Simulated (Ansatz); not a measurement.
# C$_{3}$H$_{8}$B (SMILES [CH2]B(C)C) (doublet): what the fields show

The calculation's input:

```
crystal:
  periodic: [false, false, false]
  atoms:
    - {symbol: C, position_ang: [-1.376756, -0.785096, -0.612794]}
    - {symbol: C, position_ang: [1.090959, 0.287698, -0.304422]}
    - {symbol: C, position_ang: [-0.844659, 0.861472, 1.500957]}
    - {symbol: B, position_ang: [-0.364977, 0.122645, 0.190549]}
    - {symbol: H, position_ang: [-1.103181, -0.961564, -1.665315]}
    - {symbol: H, position_ang: [-2.416578, -0.420125, -0.565047]}
    - {symbol: H, position_ang: [-1.387851, -1.777293, -0.116844]}
    - {symbol: H, position_ang: [1.841788, 0.882467, 0.231312]}
    - {symbol: H, position_ang: [1.467627, -0.179364, -1.223374]}
    - {symbol: H, position_ang: [-1.605058, 0.294055, 2.063493]}
    - {symbol: H, position_ang: [-1.348746, 1.796353, 1.181141]}
    - {symbol: H, position_ang: [-0.034630, 1.158494, 2.186054]}
basis:
  gaussian: {orbitals: def2-TZVPD}
output: {forces: true, orbitals: {seedname: orbitals}}
hamiltonian: {xc: {name: PBE0}}
magnetization: {spin_polarized: true, initial_magnetization: 1}
```

Command:

```sh
ansatz run input.yaml --threads 2 --pin off --max-ram 4350MiB --events-out events.jsonl --progress --plain --runs-dir runs
```

Geometry: B3LYP-D3(BJ)/def2-SVP.

All numbers below come from isolated molecule in a Gaussian basis; Kohn-Sham density functional theory, functional PBE0 (Ansatz 0.2.0).

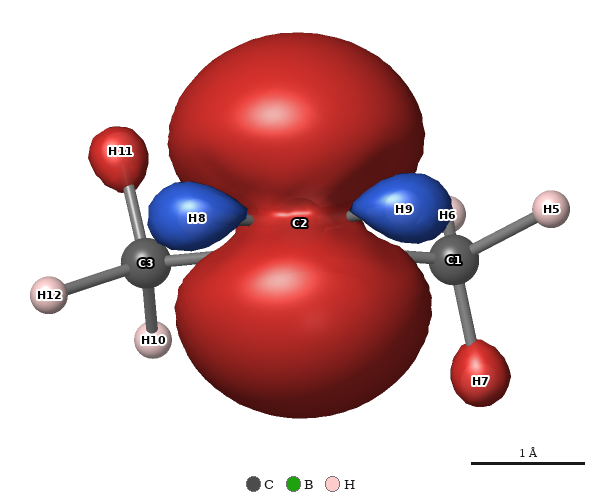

Figure 1. Isosurfaces of the spin density (α minus β) at +0.015 (red) and −0.015 e/Å³ (blue), seen from one side.

Describe the spin distribution.

Answer. The unpaired spin (1 electron) lies mostly on C2 (about 0.7) and B4 (about 0.2), in electrons by Hirshfeld's partition.

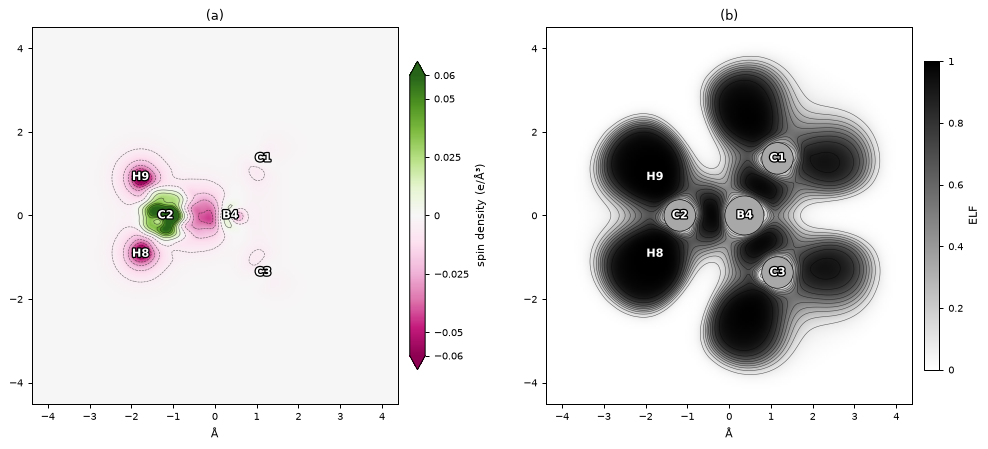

Figure 2. (a) spin density; (b) electron localisation function on the plane of atoms C2, B4 and C3. Grey discs cover the atomic cores in the ELF map.

Describe what can be read from this map.

Answer.
- The plane passes through C, B and H nuclei.
- C–B (1.55 Å): the ELF peaks at about 1 between the atoms, as expected for a shared electron pair.
- C–H (1.10 Å): the ELF climbs to about 1 towards the hydrogen, as it does in any bond to H (an ordinary covalent bond to hydrogen).

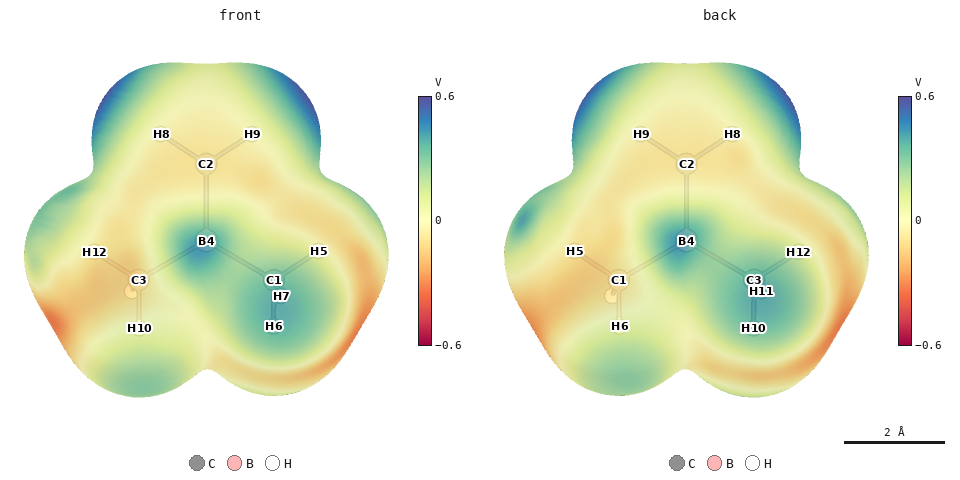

Figure 3. The electrostatic potential painted on the density surface at 0.001 e/bohr³, seen from the front and from behind; the colour scale runs from red (negative) to blue (positive).

Describe the electrostatic potential map.

Answer. The most negative region (about −0.3 V) lies over C1 and C3, the most positive (about +0.6 V) over H8 and H9.

What dipole moment does the calculation give?

Answer. Its dipole moment is 0.38 D.
